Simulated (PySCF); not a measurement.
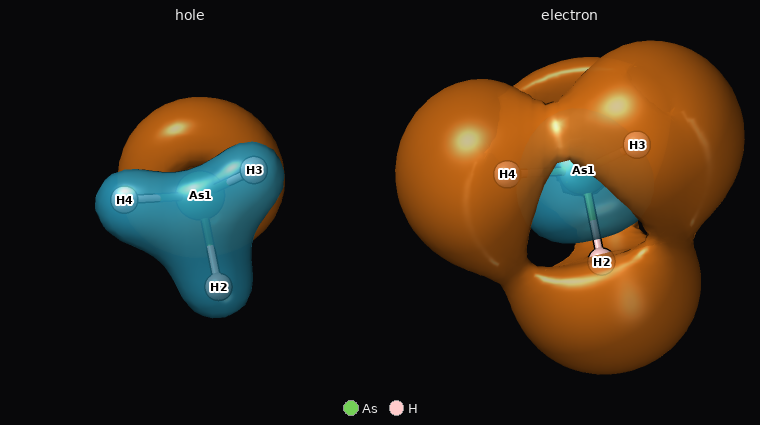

Figure 1: AsH3, SMILES `[AsH3]`. Leading natural transition orbital pair of S₃ (TDA singlet states); the surfaces enclose about 78 % of each orbital's density.

Method: CAM-B3LYP/def2-SVP; geometry: GFN2-xTB; program: PySCF. No frequency check shows the geometry to be a minimum. GFN2-xTB bond lengths at metals and heavier atoms can be off by up to 0.1 Å and shapes distorted, which carries into these values. Without diffuse functions Rydberg states are missing, so the states' numbers hold for this basis only.

Question: Where does the state lie, and where do hole and electron sit?

Answer: 8.59 eV (144 nm), f = 0.149 (bright), partly diffuse acceptor orbital, which a basis without diffuse functions describes poorly; the leading pair carries 96 %; hole on As1 (78 %) and H2, H3 and H4 (7 % each), electron on As1 (47 %) and H2, H3 and H4 (18 % each) (atom shares of so diffuse an orbital are rough); their centroids lie 0.8 Å apart. In canonical orbitals it is mainly HOMO → LUMO+2 (95 %). The HOMO–LUMO gap is 11.25 eV.
